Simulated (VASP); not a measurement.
Band structure of SrCl₂ (fluorite). Level of theory: revTPSS meta-GGA, VASP's PBE PAW potentials (set 64) (plane waves; VASP).

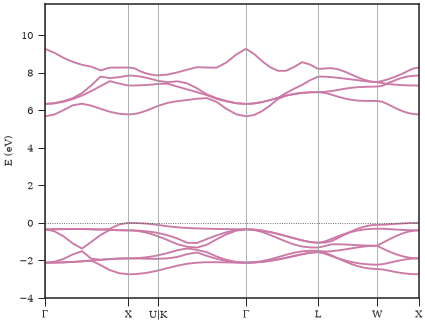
Figure: Bands along high-symmetry lines, zero at the valence-band maximum or, without a gap, the Fermi level

### Question
Read the plot: is there a gap, and where are the band edges?

### Answer
The gap is indirect, 5.68 eV, from the valence maximum at X to the conduction minimum at Γ.

Measured: gap 7.50 eV (computed value off by -1.82 eV), as given by Andrés Aguado et al., Journal of the Physical Society of Japan (1999), arXiv:cond-mat/9901145.

The compound is SrCl2 in the fluorite structure. It was relaxed first.
